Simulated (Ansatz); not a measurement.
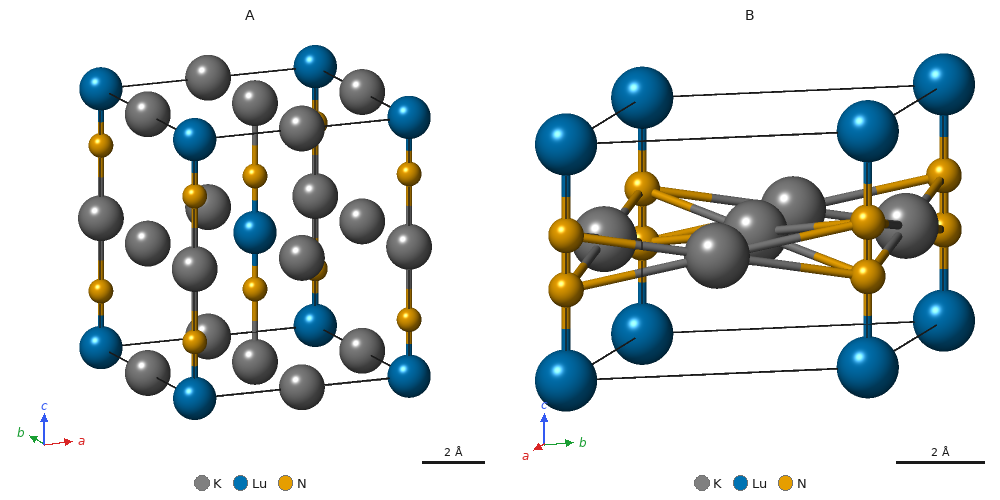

Two structures of K3LuN2, each relaxed to rest (conventional cells in solid outline, small ones repeated, not to one scale). Method: DFT PBE, scalar-relativistic, plane waves, PAW in Ansatz 0.2.0, without spin polarisation.

### Give the type and space group of each.

A: 12 atoms a cell on a body-centred tetragonal lattice, I4/mmm. B: 6 atoms a cell on a primitive hexagonal lattice, P6/mmm.

### Which of the two does the method prefer?

B is lower, by 517 meV/atom at this level of theory (energies at zero smearing). Volumes: A 42.3, B 39.9 Å³/atom.

One or both may be structure types tried for this composition rather than known phases.
